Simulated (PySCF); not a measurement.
Molecule (SMILES): OO (H2O2).
Geometry (B3LYP-D3(BJ)/def2-TZVP, fixed):
```
O
H 1 0.9680
O 1 1.4504 2 100.54
H 3 0.9680 1 100.54 2 115.91
```
Charge 0, spin multiplicity 1.

Basis-set convergence of the mean static polarisability at PBE with PySCF. All functions are spherical. Density fitting with generated auxiliary sets. No added dispersion term, no relativity. Reference: the value in d-aug-cc-pVTZ, 16.26 bohr³, itself unsure by roughly 0.7 % (its mean distance from aug-pcseg-3, aug-cc-pVQZ, aug-pcseg-2). Deviations are taken from unrounded values. Cost is core time over that of def2-TZVP, rough, on shared machines of one kind.

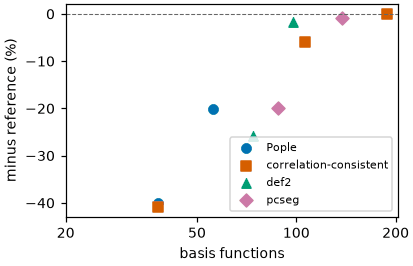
Figure. Deviation from the reference against the number of basis functions, by family of sets.

```
basis            functions  mean static polarisability (bohr³)  minus reference (%)  cost
---------------  ---------  ----------------------------------  -------------------  ----
6-31G**                 38                                9.75                -40.0  0.7×
cc-pVDZ                 38                                9.62                -40.8  0.5×
6-311+G**               56                               12.97                -20.2  0.8×
def2-TZVP               74                               12.04                -25.9    1×
pcseg-2                 88                               13.03                -19.9    2×
def2-TZVPD              98                               15.98                 -1.7    2×
jun-cc-pV(T+d)Z        106                               15.31                 -5.9    2×
aug-pcseg-2            138                               16.13                 -0.8    4×
d-aug-cc-pVTZ          188                               16.26                  0.0    7×
```
